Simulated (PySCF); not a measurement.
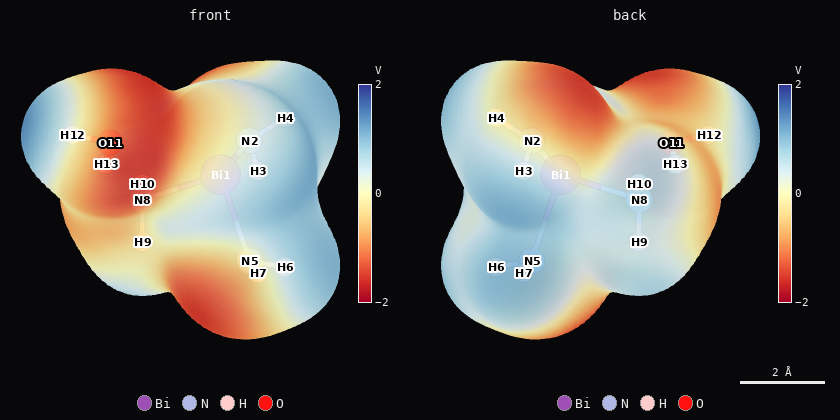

Figure. BiH6N3···H2O (Bi(NH2)3(H2O)). The electrostatic potential painted on the density surface at 0.001 e/bohr³, seen from the front and from behind; the colour scale runs from red (negative) to blue (positive).

Core potentials replace the inner electrons of Bi.

All numbers below come from RKS PBE0, Bi def2-SVP with ECP60, N def2-SVP, H def2-SVP, O def2-SVP; non-relativistic Hamiltonian with scalar-relativistic core potentials where named; density fitting in PySCF.

| atom | x (Å) | y (Å) | z (Å) |
| --- | --- | --- | --- |
| Bi | -0.4850 | 0.4850 | 0.6589 |
| N | 1.5656 | 0.8276 | 1.3014 |
| H | 2.0756 | -0.0422 | 1.4615 |
| H | 1.6122 | 1.3590 | 2.1719 |
| N | -0.8276 | -1.5656 | 1.3014 |
| H | -1.3590 | -1.6122 | 2.1719 |
| H | 0.0422 | -2.0756 | 1.4615 |
| N | 0.2577 | -0.2577 | -1.2619 |
| H | 0.1010 | -1.2679 | -1.2815 |
| H | 1.2679 | -0.1010 | -1.2815 |
| O | -1.5902 | 1.5902 | -1.9326 |
| H | -1.8647 | 1.8647 | -2.8111 |
| H | -0.8987 | 0.8987 | -2.0627 |

> Where is the surface potential most negative and most positive?

The most negative region (about −1.6 V) lies over N2, N5 and O11, the most positive (about +1.3 V) over H12.
